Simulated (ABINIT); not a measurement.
# Beyond one shot: GaN (F-43m)

Aim: iterate the self-energy on GaN (F-43m) and follow the gap from cycle to cycle.

Method: PBE and many-body steps on it, plane waves, in ABINIT 10.8.3.

**The experiments to reproduce.**

- Gap 3.23 eV: absorption onset (direct gap at Gamma) of unexcited film, from imaginary part of dielectric function; spectroscopic ellipsometry (steady-state reference of time-resolved measurement); 300 K; film on 3C-SiC/Si(001) (“Femtosecond pump-probe absorption edge spectroscopy of cubic GaN”, 2022, arxiv:2206.02223).

**1. Set-up**

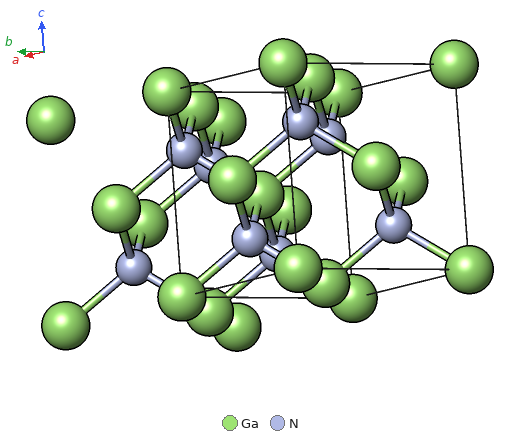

The starting structure, seen from a free direction (gallium green, nitrogen light blue). 2×1×1 cells are drawn. This picture shows the conventional cell, with its axes. Bonds to atoms that aren't drawn are left out. Some periodic images of atoms are drawn too.

Structure file:

```cif
data_structure
_symmetry_space_group_name_H-M 'F-43m'
_symmetry_Int_Tables_number 216
_cell_length_a 4.5070
_cell_length_b 4.5070
_cell_length_c 4.5070
_cell_angle_alpha 90.000
_cell_angle_beta 90.000
_cell_angle_gamma 90.000
_cell_volume 91.55
loop_
_atom_site_label
_atom_site_type_symbol
_atom_site_symmetry_multiplicity
_atom_site_Wyckoff_symbol
_atom_site_fract_x
_atom_site_fract_y
_atom_site_fract_z
_atom_site_occupancy
Ga1 Ga 4 a 0.00000 0.00000 0.00000 1
N1 N 4 c 0.25000 0.25000 0.25000 1
```

The cell and positions are those that the Materials Project relaxed with its own functionals (PBE, PBE+U or r2SCAN), kept fixed. This is not the form that GaN usually takes at ambient conditions.

**2. Empty states on the mesh, 6×6×6 mesh, 190 bands**

This step: ABINIT 10.8.3; DFT, PBE, plane waves, norm-conserving pseudopotentials.

The sums over transitions need many empty states on a uniform mesh; this step solves for them.

run.abi reads:

```
acell 3*1.0 Angstrom
rprim 
  0.000000000000 2.253500607500 2.253500607500
  2.253500607500 0.000000000000 2.253500607500
  2.253500607500 2.253500607500 0.000000000000
ntypat 2
znucl 31 7
natom 2
typat 1 2
xred 
  0.000000000000 0.000000000000 0.000000000000
  0.750000000000 0.750000000000 0.750000000000
pp_dirpath "pseudos"
pseudos "Ga.upf, N.upf"
ecut 45
ngkpt 6 6 6
nshiftk 1
shiftk 0 0 0
kptopt 1
chksymbreak 0
irdden 1
istwfk *1
nband 190
prtvol 0
optdriver 6
gwr_task "HDIAGO"
paral_kgb 0
occopt 1
indata_prefix "in"
outdata_prefix "out"
tmpdata_prefix "tmp"
```

On the command line:

```console
OMP_NUM_THREADS=1 mpirun -n 8 abinit run.abi > log
```

The log of the run:

```text
.Version 10.8.3 of ABINIT. v10.8.2 released Aug 2026.

 Symmetries : space group F-4 3 m (#216); Bravais cF (face-center cubic)
[... echo of the input left out ...]
== DATASET  1 ==================================================================
-   mpi_nproc: 8, omp_nthreads: 1 (-1 if OMP is not activated)

--- !DatasetInfo
iteration_state: {dtset: 1, }
dimensions: {natom: 2, nkpt: 16, mband: 190, nsppol: 1, nspinor: 1, nspden: 1, mpw: 2252, }
cutoff_energies: {ecut:  45.0, pawecutdg:  -1.0, }
[...]
Direct band gap semiconductor
 Fundamental gap:     1.748 (eV)
   VBM:     6.863 (eV) at k: [ 0.0000E+00,  0.0000E+00,  0.0000E+00]
   CBM:     8.611 (eV) at k: [ 0.0000E+00,  0.0000E+00,  0.0000E+00]
 Direct gap:         1.748 (eV) at k: [ 0.0000E+00,  0.0000E+00,  0.0000E+00]

== END DATASET(S) ==============================================================
================================================================================

 -outvars: echo values of variables after computation  --------
           etotal      0.0000000000E+00
            nband         190
             nkpt          16
          spgroup         216
 [... the other variables as echoed above ...]

 Calculation completed.
```

Elapsed: 34 s, on 8 MPI ranks of Arm Neoverse N1, shared host; peak memory 2.6 GiB; 4.5 min of CPU time.

Numbers from this step:

```yaml
gap: 1.748 eV
k_of_the_valence_top: 0, 0, 0
k_of_the_conduction_bottom: 0, 0, 0
least_direct_gap: 1.748 eV
k_points_computed: 16
lowest_point_of_the_top_converged_band_above_the_valence_top: 205.3414 eV
```

On this mesh the gap is 1.748 eV.

The density comes from a self-consistent run that is not shown.

**3. Screening, 6×6×6 mesh, 182 bands, screening to 359.2 eV**

The RPA dielectric matrix is built and inverted for each q.

This step: RPA screening on PBE, plane waves, norm-conserving pseudopotentials.

Changes to run.abi since step 2:

```diff
@@ -20,10 +20,11 @@
 chksymbreak 0
-irdden 1
 istwfk *1
-nband 190
-prtvol 0
-optdriver 6
-gwr_task "HDIAGO"
-paral_kgb 0
 occopt 1
+irdwfk 1
+optdriver 3
+nband 182
+ecuteps 13.2
+inclvkb 2
+awtr 1
+symchi 1
 indata_prefix "in"
```

The log of the run:

```text
.Version 10.8.3 of ABINIT. v10.8.2 released Aug 2026.

 Symmetries : space group F-4 3 m (#216); Bravais cF (face-center cubic)
[... echo of the input left out ...]
== DATASET  1 ==================================================================
-   mpi_nproc: 8, omp_nthreads: 1 (-1 if OMP is not activated)

--- !DatasetInfo
iteration_state: {dtset: 1, }
dimensions: {natom: 2, nkpt: 16, mband: 182, nsppol: 1, nspinor: 1, nspden: 1, mpw: 2252, }
cutoff_energies: {ecut:  45.0, pawecutdg:  -1.0, }
electrons: {nelect:   2.60000000E+01, charge:   0.00000000E+00, occopt:   1.00000000E+00, tsmear:   1.00000000E-02, }

 SCREENING: Calculation of the susceptibility and dielectric matrices

 Based on a program developped by R.W. Godby, V. Olevano, G. Onida, and L. Reining.
 Incorporated in ABINIT by V. Olevano, G.-M. Rignanese, and M. Torrent.
.Using double precision arithmetic ; gwpc =  8

[... cell and pseudopotentials left out ...]
--------------------------------------------------------------------------------

 ==== K-mesh for the wavefunctions ====
 Number of points in the irreducible wedge :    16
[... list of points left out ...]
 Together with 24 symmetry operations and time-reversal symmetry
 yields   216 points in the full Brillouin Zone.

 ==== Q-mesh for the screening function ====
 Number of points in the irreducible wedge :    16
[... list of points left out ...]
 Together with 24 symmetry operations and time-reversal symmetry
 yields   216 points in the full Brillouin Zone.

 setmesh: FFT mesh size selected  =    27x   27x   27
          total number of points  =        19683

 vcoul_init : cutoff-mode = AUXILIARY_FUNCTION
 q-points for optical limit:   1
     1)      0.000010    0.000020    0.000030

- screening: taking advantage of time-reversal symmetry
- Maximum band index for partially occupied states nbvw = 13
- Remaining bands to be divided among processors   nbcw = 169
- Number of bands treated by each node ~21

 Number of electrons calculated from density =   26.0000; Expected =   26.0000
 average of density, n =  0.168335
 r_s =    1.1235
 omega_plasma =   39.5770 [eV]

 calculating chi0 at frequencies [eV] :
  1    0.000000E+00    0.000000E+00
  2    0.000000E+00    3.957696E+01

--------------------------------------------------------------------------------
  q-point number  1        q = ( 0.000000, 0.000000, 0.000000) [r.l.u.]
--------------------------------------------------------------------------------
[... chi0 elements left out ...]
 For q-point:  0.000010 0.000020 0.000030
  dielectric constant =   6.4064
  dielectric constant without local fields =   6.8789

  Average fulfillment of the sum rule on Im[epsilon] for q-point    1 :     68.21  [%]
[... wings left out ...]
  q-point number  2        q = ( 0.166667, 0.000000, 0.000000) [r.l.u.]
--------------------------------------------------------------------------------
[... chi0 elements left out ...]
  Average fulfillment of the sum rule on Im[epsilon] for q-point    2 :     79.71  [%]

 [... 14 further q-points ...]
```

The job ended after 9.8 min (8 MPI ranks; peak memory 2.3 GiB; 78 min of CPU time).

Numbers from this step:

```yaml
eps_infinity_with_local_fields_on_this_mesh_along_the_program_s_q_direction: 6.406
the_same_without_local_fields: 6.879
plasma_frequency: 39.58 eV
plane_waves_in_the_screening_matrix: 339
```

Local fields lower ε∞ by 7 %.

**4. G0W0**

The self-energy is evaluated for the states that the input lists, and the levels follow from it, in one-shot runs by the linearised quasiparticle equation.

This step: G0W0 on PBE, plane waves, norm-conserving pseudopotentials.

Changes to run.abi since step 3:

```diff
@@ -23,8 +23,19 @@
 irdwfk 1
-optdriver 3
+optdriver 4
 nband 182
+gwcalctyp 0
+ecutsigx 45
+symsigma 1
+nkptgw 3
+kptgw 
+  0.0000000000 0.0000000000 0.0000000000
+  0.5000000000 0.0000000000 0.0000000000
+  0.5000000000 0.5000000000 0.0000000000
+bdgw 
+  11 17
+  12 15
+  12 15
 ecuteps 13.2
-inclvkb 2
-awtr 1
-symchi 1
+irdscr 1
+ppmodel 1
 indata_prefix "in"
```

The log of the run:

```text
.Version 10.8.3 of ABINIT. v10.8.2 released Aug 2026.

 Symmetries : space group F-4 3 m (#216); Bravais cF (face-center cubic)
[... echo of the input left out ...]
== DATASET  1 ==================================================================
-   mpi_nproc: 8, omp_nthreads: 1 (-1 if OMP is not activated)

--- !DatasetInfo
iteration_state: {dtset: 1, }
dimensions: {natom: 2, nkpt: 16, mband: 182, nsppol: 1, nspinor: 1, nspden: 1, mpw: 2252, }
cutoff_energies: {ecut:  45.0, pawecutdg:  -1.0, }
electrons: {nelect:   2.60000000E+01, charge:   0.00000000E+00, occopt:   1.00000000E+00, tsmear:   1.00000000E-02, }

 SIGMA: Calculation of the GW corrections

 Based on a program developped by R.W. Godby, V. Olevano, G. Onida, and L. Reining.
 Incorporated in ABINIT by V. Olevano, G.-M. Rignanese, and M. Torrent.
.Using double precision arithmetic ; gwpc =  8

[... cell and pseudopotentials left out ...]
--------------------------------------------------------------------------------

 ==== K-mesh for the wavefunctions ====
 Number of points in the irreducible wedge :    16
[... list of points left out ...]
 Together with 24 symmetry operations and time-reversal symmetry
 yields   216 points in the full Brillouin Zone.

 ==== Q-mesh for screening function ====
 Number of points in the irreducible wedge :    16
[... list of points left out ...]
 Together with 24 symmetry operations and time-reversal symmetry
 yields   216 points in the full Brillouin Zone.

 vcoul_init : cutoff-mode = AUXILIARY_FUNCTION
 q-points for optical limit:   1
     1)      0.000010    0.000020    0.000030
 setmesh: FFT mesh size selected  =    40x   40x   40
          total number of points  =        64000

 Number of electrons calculated from density =   26.0000; Expected =   26.0000
 average of density, n =  0.168335
 r_s =    1.1235
 omega_plasma =   39.5770 [eV]

 === KS Band Gaps ===
  >>>> For spin  1
   Minimum direct gap =   1.7479 [eV], located at k-point      :   0.0000  0.0000  0.0000
   Fundamental gap    =   1.7479 [eV], Top of valence bands at :   0.0000  0.0000  0.0000
                                       Bottom of conduction at :   0.0000  0.0000  0.0000
 SIGMA fundamental parameters:
 PLASMON POLE MODEL  1
 number of plane-waves for SigmaX                 2229
 number of plane-waves for SigmaC and W            339
 number of plane-waves for wavefunctions          2229
 number of bands                                   182
 number of independent spin polarizations            1
 number of spinorial components                      1
 number of k-points in IBZ                          16
 number of q-points in IBZ                          16
 number of symmetry operations                      24
 number of k-points in BZ                          216
 number of q-points in BZ                          216
 number of frequencies for dSigma/dE                 9
 frequency step for dSigma/dE [eV]                0.25
 number of omega for Sigma on real axis              0
 max omega for Sigma on real axis  [eV]           0.00
 zcut for avoiding poles [eV]                     0.10

 EPSILON^-1 parameters (SCR file):
 dimension of the eps^-1 matrix on file            339
 dimension of the eps^-1 matrix used               339
 number of plane-waves for wavefunctions          2229
 number of bands                                   182
 number of q-points in IBZ                          16
 number of frequencies                               2
 number of real frequencies                          1
 number of imag frequencies                          1

 matrix elements of self-energy operator (all in [eV])

 Perturbative Calculation

--- !SelfEnergy_ee
iteration_state: {dtset: 1, }
kpoint     : [   0.000,    0.000,    0.000, ]
spin       : 1
KS_gap     :    1.748
QP_gap     :    2.632
Delta_QP_KS:    0.884
data: !SigmaeeData |
     Band     E0 <VxcDFT>   SigX SigC(E0)      Z dSigC/dE  Sig(E)    E-E0       E
       11   6.863 -19.085 -22.547   2.553   0.795  -0.257 -19.809  -0.724   6.139
       12   6.863 -19.085 -22.547   2.553   0.795  -0.257 -19.809  -0.724   6.139
       13   6.863 -19.085 -22.547   2.553   0.795  -0.257 -19.809  -0.724   6.139
       14   8.611 -14.162 -10.109  -3.859   0.823  -0.215 -14.002   0.160   8.771
       15  17.222 -13.047  -7.024  -5.268   0.832  -0.202 -12.419   0.628  17.850
       16  17.222 -13.047  -7.024  -5.268   0.832  -0.202 -12.419   0.628  17.850
[...]
--- !SelfEnergy_ee
iteration_state: {dtset: 1, }
kpoint     : [   0.500,    0.000,    0.000, ]
spin       : 1
KS_gap     :    5.630
QP_gap     :    6.839
Delta_QP_KS:    1.209
data: !SigmaeeData |
     Band     E0 <VxcDFT>   SigX SigC(E0)      Z dSigC/dE  Sig(E)    E-E0       E
[...]
--- !SelfEnergy_ee
iteration_state: {dtset: 1, }
kpoint     : [   0.500,    0.500,    0.000, ]
spin       : 1
KS_gap     :    6.074
QP_gap     :    7.244
Delta_QP_KS:    1.170
data: !SigmaeeData |
     Band     E0 <VxcDFT>   SigX SigC(E0)      Z dSigC/dE  Sig(E)    E-E0       E
[...]
13   4.170 -16.115 -20.474   3.051   0.794  -0.260 -17.153  -1.038   3.133
       14  10.244 -11.880  -7.639  -4.083   0.843  -0.186 -11.747   0.133  10.377
       15  13.555 -14.278  -8.845  -4.771   0.836  -0.196 -13.725   0.553  14.108

== END DATASET(S) ==============================================================
================================================================================

 -outvars: echo values of variables after computation  --------
           etotal      0.0000000000E+00
            nband         182
             nkpt          16
          spgroup         216
 [... the other variables as echoed above ...]

 Calculation completed.
```

Wall time 85 s (8 MPI ranks); peak memory 2.6 GiB; 11 min of CPU time.

This step gave:

```
G0W0 gap on the points computed              : 2.632 eV
starting gap on the mesh                     : 1.748 eV
k of the valence top                         : 0, 0, 0
k of the conduction bottom                   : 0, 0, 0
Z at the valence top                         : 0.795
Z at the conduction bottom                   : 0.823
least direct G0W0 gap on the computed points : 2.632 eV
```

The gap on the mesh goes from 1.75 eV to 2.63 eV, a correction of +0.88 eV.

**5. evGW0, cycle 1**

This step: evGW0 on PBE, plane waves, norm-conserving pseudopotentials.

Changes to run.abi since step 4:

```diff
@@ -25,14 +25,40 @@
 nband 182
-gwcalctyp 0
+gwcalctyp 10
 ecutsigx 45
 symsigma 1
-nkptgw 3
+nkptgw 16
 kptgw 
   0.0000000000 0.0000000000 0.0000000000
+  0.1666666667 0.0000000000 0.0000000000
+  0.3333333333 0.0000000000 0.0000000000
   0.5000000000 0.0000000000 0.0000000000
+  0.1666666667 0.1666666667 0.0000000000
+  0.3333333333 0.1666666667 0.0000000000
+  0.5000000000 0.1666666667 0.0000000000
+  -0.3333333333 0.1666666667 0.0000000000
+  -0.1666666667 0.1666666667 0.0000000000
+  0.3333333333 0.3333333333 0.0000000000
+  0.5000000000 0.3333333333 0.0000000000
+  -0.3333333333 0.3333333333 0.0000000000
   0.5000000000 0.5000000000 0.0000000000
+  0.5000000000 0.3333333333 0.1666666667
+  -0.3333333333 0.3333333333 0.1666666667
+  -0.3333333333 0.5000000000 0.1666666667
 bdgw 
-  11 17
-  12 15
-  12 15
+  11 18
+  11 18
+  11 18
+  11 18
+  11 18
+  11 18
+  11 18
+  11 18
+  11 18
+  11 18
+  11 18
+  11 18
+  11 18
+  11 18
+  11 18
+  11 18
 ecuteps 13.2
```

The log of the run:

```text
.Version 10.8.3 of ABINIT. v10.8.2 released Aug 2026.

 Symmetries : space group F-4 3 m (#216); Bravais cF (face-center cubic)
[... echo of the input left out ...]
== DATASET  1 ==================================================================
-   mpi_nproc: 8, omp_nthreads: 1 (-1 if OMP is not activated)

--- !DatasetInfo
iteration_state: {dtset: 1, }
dimensions: {natom: 2, nkpt: 16, mband: 182, nsppol: 1, nspinor: 1, nspden: 1, mpw: 2252, }
cutoff_energies: {ecut:  45.0, pawecutdg:  -1.0, }
electrons: {nelect:   2.60000000E+01, charge:   0.00000000E+00, occopt:   1.00000000E+00, tsmear:   1.00000000E-02, }

 SIGMA: Calculation of the GW corrections

 Based on a program developped by R.W. Godby, V. Olevano, G. Onida, and L. Reining.
 Incorporated in ABINIT by V. Olevano, G.-M. Rignanese, and M. Torrent.
.Using double precision arithmetic ; gwpc =  8

[... cell and pseudopotentials left out ...]
--------------------------------------------------------------------------------

 ==== K-mesh for the wavefunctions ====
 Number of points in the irreducible wedge :    16
[... list of points left out ...]
 Together with 24 symmetry operations and time-reversal symmetry
 yields   216 points in the full Brillouin Zone.

 ==== Q-mesh for screening function ====
 Number of points in the irreducible wedge :    16
[... list of points left out ...]
 Together with 24 symmetry operations and time-reversal symmetry
 yields   216 points in the full Brillouin Zone.

 vcoul_init : cutoff-mode = AUXILIARY_FUNCTION
 q-points for optical limit:   1
     1)      0.000010    0.000020    0.000030
 setmesh: FFT mesh size selected  =    40x   40x   40
          total number of points  =        64000

 Number of electrons calculated from density =   26.0000; Expected =   26.0000
[...]
spin       : 1
KS_gap     :    8.905
QP_gap     :   10.361
Delta_QP_KS:    1.456
data: !SigmaeeData |
     Band     E_DFT   <VxcDFT>   E(N-1)  <Hhartree>   SigX  SigC[E(N-1)]    Z     dSigC/dE  Sig[E(N)]  DeltaE  E(N)_pert E(N)_diago
[...]
--- !SelfEnergy_ee
iteration_state: {dtset: 1, }
kpoint     : [  -0.333,    0.500,    0.167, ]
spin       : 1
KS_gap     :    8.738
QP_gap     :   10.186
Delta_QP_KS:    1.448
data: !SigmaeeData |
     Band     E_DFT   <VxcDFT>   E(N-1)  <Hhartree>   SigX  SigC[E(N-1)]    Z     dSigC/dE  Sig[E(N)]  DeltaE  E(N)_pert E(N)_diago
[...]
17    18.246   -13.634    18.246    31.880    -6.904    -5.970     0.810    -0.234   -13.018     0.616    18.862    19.007
       18    21.639   -14.686    21.639    36.325    -6.929    -6.706     0.808    -0.237   -13.837     0.849    22.489    22.690

 New Fermi energy :        2.711808E-01 Ha ,    7.379206E+00 eV

 === QP Band Gaps ===
  >>>> For spin  1
   Minimum direct gap =   2.8521 [eV], located at k-point      :   0.0000  0.0000  0.0000
   Fundamental gap    =   2.8521 [eV], Top of valence bands at :   0.0000  0.0000  0.0000
                                       Bottom of conduction at :   0.0000  0.0000  0.0000

 writing QP data on file : out_QPS

 Convergence of QP corrections
 >>>>> For spin  1 <<<<<
.  kptgw no:  1; Maximum DeltaE = (   0.000   0.000) for band index:  1
.  kptgw no:  2; Maximum DeltaE = (   0.000   0.000) for band index:  1
.  kptgw no:  3; Maximum DeltaE = (   0.628   0.005) for band index:  1
[...]
.  kptgw no: 15; Maximum DeltaE = (   0.883  -0.015) for band index:  1
.  kptgw no: 16; Maximum DeltaE = (   0.746  -0.000) for band index:  1

== END DATASET(S) ==============================================================
================================================================================

 -outvars: echo values of variables after computation  --------
           etotal      0.0000000000E+00
            nband         182
             nkpt          16
          spgroup         216
 [... the other variables as echoed above ...]

 Calculation completed.
```

Wall time 37 min (8 MPI ranks); peak memory 3.3 GiB.

Numbers from this step:

```yaml
quasiparticle_gap_on_the_mesh: 2.852 eV
gap_of_the_density_functional_on_the_mesh: 1.748 eV
k_of_the_valence_top: 0, 0, 0
k_of_the_conduction_bottom: 0, 0, 0
z_at_the_valence_top: 0.795
z_at_the_conduction_bottom: 0.823
least_direct_quasiparticle_gap_on_the_computed_points: 2.852 eV
```

Against G0W0 in ABINIT (6×6×6 mesh, 182 bands, screening to 359.2 eV, Godby-Needs plasmon pole), the gap moves by +0.220 eV. This first cycle still uses the starting levels; it takes the full correction, at all points of the mesh, and its linearised value is 2.632 eV.

(Part 1 of 2 ends here.)

[Paths, hosts, dates, memory and timing lines, banners, echoed tables and standing remarks are left out of the program output.]

[Logs are printed without paths, hosts, clocks, repeated set-up lines and the standing remarks that a program may print on its own settings, such as how far it seeks lower states.]

[Runs of the session that timed out or met a known fault of the program may be left out.]

[Hosts, paths, dates, database ids (printed as entryN), source tags and the programs' standing remarks are cut or masked in the printed files.]

[G0W0 gaps are taken among the corrected bands and points alone; a level outside them can change the order at an edge.]

[Where Ansatz stands beside ABINIT at settings called matched, ABINIT's density can come from a denser mesh and the files from another edition; pairs whose starting gaps differed by over 0.03 eV were left out, so agreement reads better than it is.]
